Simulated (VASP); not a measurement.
Data:

```
InAs
1.0
    0.00000     2.82618     2.82618
    2.82618     0.00000     2.82618
    2.82618     2.82618     0.00000
In As
1 1
Cartesian
  0.00000   0.00000   0.00000
  2.82618   2.82618   2.82618
```

Computed with PBEsol GGA, VASP's PBE PAW potentials (set 64) (plane waves; VASP 6.6.1). Run with 400 eV cut-off, 13×13×13 Γ-centred mesh, tetrahedra with Blöchl corrections, potentials In_d As.

Unless said otherwise, spin-orbit coupling is left out, though it shifts the bands of the heavy elements here.

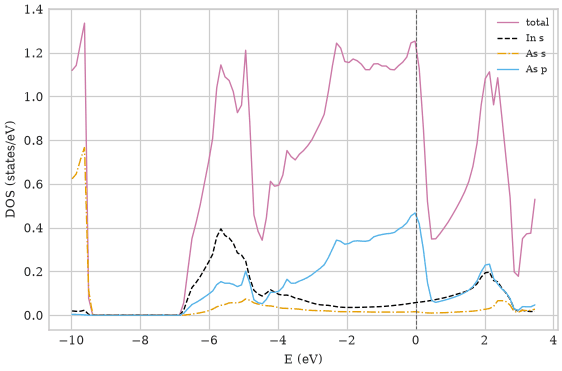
*Total and projected density of states, zero at the Fermi level*

Within 2 eV below the Fermi level the largest weight inside VASP's projection spheres is As p, then In p.

It has no gap at this level: it comes out as a metal or semimetal.

The structure was generated: InAs was put into the rock salt type (Fm-3m), which need not be its known phase. It was relaxed first.
